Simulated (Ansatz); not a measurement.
**C5H12Si (vinyltrimethylsilane) at HF/6-31G(d) (spherical functions)**

Aim: the electronic atomisation energy of C5H12Si (vinyltrimethylsilane) at HF/6-31G* (spherical functions), from 4 runs. 

The results are computed with Ansatz 0.2.0.

31 further runs of the same task are left out: 31 set aside as unsound or not needed.

### 1 The molecule

The species is C5H12Si (18 atoms), meant as a singlet with charge 0. As SMILES, `C=C[Si](C)(C)C`. Geometry: relaxed at PBE0-D4/def2-TZVP. This is one conformer, not always the lowest.

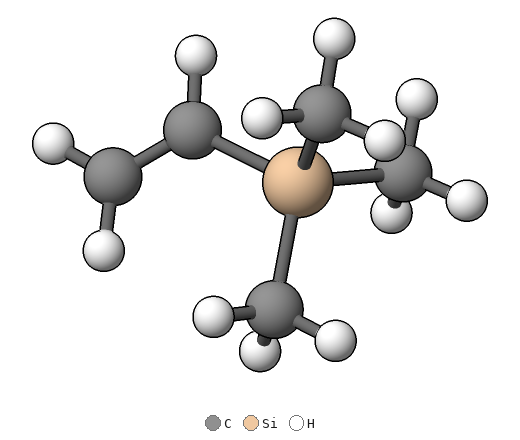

The structure, seen from a chosen angle (carbon grey, silicon light orange, hydrogen white).

### 2 A single-point energy at HF/6-31G(d) (spherical functions)

Input file run.yaml:

```yaml
crystal:
  periodic: [false, false, false]
  atoms:
    - symbol: C
      position_ang: [-2.463470, -0.560850, 0.441110]
    - symbol: C
      position_ang: [-1.600000, 0.041460, -0.372240]
    - symbol: Si
      position_ang: [0.250010, 0.097990, -0.111240]
    - symbol: C
      position_ang: [0.693770, -0.817270, 1.461280]
    - symbol: C
      position_ang: [0.791320, 1.889350, 0.012330]
    - symbol: C
      position_ang: [1.095130, -0.702450, -1.581740]
    - symbol: H
      position_ang: [-3.533840, -0.570330, 0.252000]
    - symbol: H
      position_ang: [-2.138230, -1.076560, 1.340760]
    - symbol: H
      position_ang: [-2.008990, 0.536650, -1.254490]
    - symbol: H
      position_ang: [0.218540, -0.365270, 2.335650]
    - symbol: H
      position_ang: [1.775050, -0.792910, 1.621980]
    - symbol: H
      position_ang: [0.389440, -1.865980, 1.413780]
    - symbol: H
      position_ang: [0.321910, 2.383320, 0.866720]
    - symbol: H
      position_ang: [1.875770, 1.963820, 0.132240]
    - symbol: H
      position_ang: [0.516990, 2.446350, -0.887640]
    - symbol: H
      position_ang: [0.807560, -1.752570, -1.676110]
    - symbol: H
      position_ang: [0.825840, -0.197420, -2.513330]
    - symbol: H
      position_ang: [2.183160, -0.657310, -1.481070]
basis:
  gaussian: {orbitals: 6-31G_st_-spherical.json}
magnetization: {spin_polarized: false, initial_magnetization: 0}
hamiltonian: {xc: hf}
accuracy: high
output: {orbitals: {seedname: orbitals}}
```

The basis set 6-31G* is read from a file made from the Basis Set Exchange's data (not shown).

Command:

```sh
$ ansatz run run.yaml --threads 1 --pin off --max-ram 3480MiB --events-out events.jsonl --progress --plain --runs-dir runs
```

Output:

```text
Warning: RAYON_NUM_THREADS=1 ignored (pool sized by the plan → 1); use --threads N
Functional definition: HF
  name "HF"
  exchange = exact_x
  correlation = 0
2859 factors; integrals over basis functions are off by at most 4.2e-9 eV
mean field evaluation 1: about -13200.5127 eV, gradient 3.6e1 eV
mean field evaluation 2: about -13200.6271 eV, gradient 3.6e1 eV
mean field evaluation 4: about -13204.3150 eV, gradient 3.2e0 eV
mean field evaluation 8: about -13204.3527 eV, gradient 1.6e-1 eV
mean field -13204.35280352 eV, -485.2510152977 hartree, gradient 5.1e-8 eV, S^2 0.000000; 0 other end points of the search recorded, 0 dependent functions left out
reference -13204.35280352 eV, -485.2510152977 hartree; 28, 28 occupied and 84, 84 virtual orbitals, 2859 factors
Total energy: -13204.35280352 eV, -485.2510152977 hartree
```

It took 5.1 s on 1 thread of Intel Xeon 6975P-C (Granite Rapids), shared host; peak memory 0.44 GiB.

### 3 The C atom at the same level

Input file molecule.yaml:

```yaml
crystal:
  periodic: [false, false, false]
  atoms:
    - symbol: C
      position_ang: [0.000000, 0.000000, 0.000000]
basis:
  gaussian:
    orbitals: 6-31G_st_-spherical.json
magnetization:
  spin_polarized: true
  initial_magnetization: 2
hamiltonian:
  xc: hf
accuracy: high
```

The basis set 6-31G* is read from a file made from the Basis Set Exchange's data (not shown).

Run the same way, it converges to -37.68058 Eh (log not shown).

### 4 The H atom, same level

Input file in.yaml:

```yaml
crystal:
  periodic: [false, false, false]
  atoms:
    - {symbol: H, position_ang: [0.000000, 0.000000, 0.000000]}
basis:
  gaussian: {orbitals: "6-31G*"}
magnetization: {spin_polarized: true, initial_magnetization: 1}
hamiltonian: {xc: hf}
accuracy: high
```

Command:

```sh
$ ansatz run in.yaml --threads 1 --pin off --max-ram 3480MiB --events-out events.jsonl --progress --plain --runs-dir runs
```

Output:

```text
Warning: RAYON_NUM_THREADS=1 ignored (pool sized by the plan → 1); use --threads N
[... 4 set-up lines as earlier in the session ...]
3 factors; integrals over basis functions are off by at most 5.4e-10 eV
mean field evaluation 1: about -13.5385 eV, gradient 1.4e0 eV
mean field evaluation 2: about -13.5385 eV, gradient 1.4e0 eV
mean field evaluation 4: about -13.5577 eV, gradient 3.5e-5 eV
mean field evaluation 8: about -13.5576 eV, gradient 2.4e-12 eV
mean field -13.55760813 eV, -0.4982329092 hartree, gradient 4.4e-8 eV, S^2 0.750000; 0 other end points of the search recorded, 0 dependent functions left out
reference -13.55760813 eV, -0.4982329092 hartree; 1, 0 occupied and 1, 2 virtual orbitals, 3 factors
Total energy: -13.55760813 eV, -0.4982329092 hartree
```

Run time: 0.04 s. Hardware: 1 thread of Intel Xeon 6975P-C (Granite Rapids), shared host.

### 5 The Si atom

Input file run.yaml:

```yaml
crystal:
  periodic: [false, false, false]
  atoms:
    - symbol: Si
      position_ang: [0.000000, 0.000000, 0.000000]
basis:
  gaussian:
    orbitals: 6-31G_st_-spherical.json
hamiltonian:
  xc: hf
accuracy: high
magnetization:
  spin_polarized: true
  initial_magnetization: 2
```

The basis set 6-31G* is read from a file made from the Basis Set Exchange's data (not shown).

Command:

```sh
$ ansatz run run.yaml --threads 1 --pin off --max-ram 3480MiB --events-out events.jsonl --progress --plain --runs-dir runs
```

Output:

```text
Warning: RAYON_NUM_THREADS=1 ignored (pool sized by the plan → 1); use --threads N
[... 4 set-up lines as earlier in the session ...]
141 factors; integrals over basis functions are off by at most 2.6e-9 eV
mean field evaluation 1: about -7859.3177 eV, gradient 3.5e0 eV
mean field evaluation 2: about -7859.3222 eV, gradient 3.5e0 eV
mean field evaluation 4: about -7859.4938 eV, gradient 1.0e-1 eV
mean field evaluation 8: about -7859.4922 eV, gradient 1.9e-8 eV
mean field evaluation 16: about -7859.4911 eV, gradient 1.0e-1 eV
mean field evaluation 32: about -7859.4922 eV, gradient 4.2e-3 eV
mean field -7859.49224410 eV, -288.8310126155 hartree, gradient 2.1e-8 eV, S^2 2.005964; 2 other end points of the search recorded, 0 dependent functions left out
reference -7859.49224410 eV, -288.8310126155 hartree; 8, 6 occupied and 10, 12 virtual orbitals, 141 factors
Total energy: -7859.49224410 eV, -288.8310126155 hartree
```

Wall time 0.08 s (1 thread of Intel Xeon 6975P-C (Granite Rapids), shared host).

### 6 Summary of results

Level: HF/6-31G* (spherical functions).

| quantity | value |
| --- | --- |
| molecule: total energy | -485.25102 Eh |
| molecule: HOMO energy | -9.89 eV |
| molecule: LUMO energy | 4.29 eV |
| molecule: HOMO–LUMO gap | 14.18 eV |
| C atom: total energy | -37.68058 Eh |
| C atom: ⟨S²⟩ | 2.005 |
| H atom: total energy | -0.49823 Eh |
| H atom: ⟨S²⟩ | 0.750 |
| Si atom: total energy | -288.83101 Eh |
| Si atom: ⟨S²⟩ | 2.006 |
| electronic atomisation energy | 55.466 eV |

In words: Taking the molecule apart into free atoms costs 55.47 eV (5352 kJ/mol), before zero-point energy and without spin-orbit coupling. Hartree–Fock lacks the correlation of the bonding pairs, which as a rule makes this value much too low; in minimal bases other errors can mask that.
